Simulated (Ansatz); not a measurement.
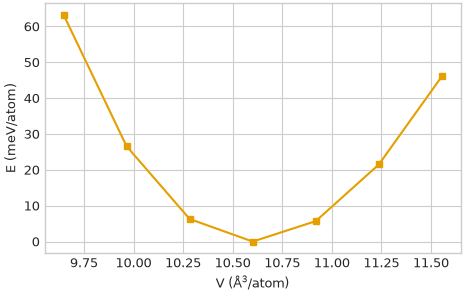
CdSiN2 in space group R-3m (No. 166; Cd on 3b, Si on 3a, N on 6c) under volume change, LDA (plane waves, PAW; program Ansatz), shape and atoms relaxed at each volume.

What does a third-order Birch–Murnaghan fit give for V₀, B₀ and B′?

V₀ = 10.60 Å³/atom, B₀ = 200 GPa, B′ = 4.3.

The start of the workflow was typed in or built on a structure type; neither database checked (COD, Materials Project) lists it. Whether it is the stable phase at ambient conditions was not checked. Symmetry was held in the LDA relaxation; whether a distortion lowers the energy is not shown. The volume moved by -46 % from the start of the relaxation.

Potentials: the earlier of the program's two PAW sets. The files were generated under PBE; for other functionals the program regenerates the frozen cores, and for LDA and PBEsol the local potential too.
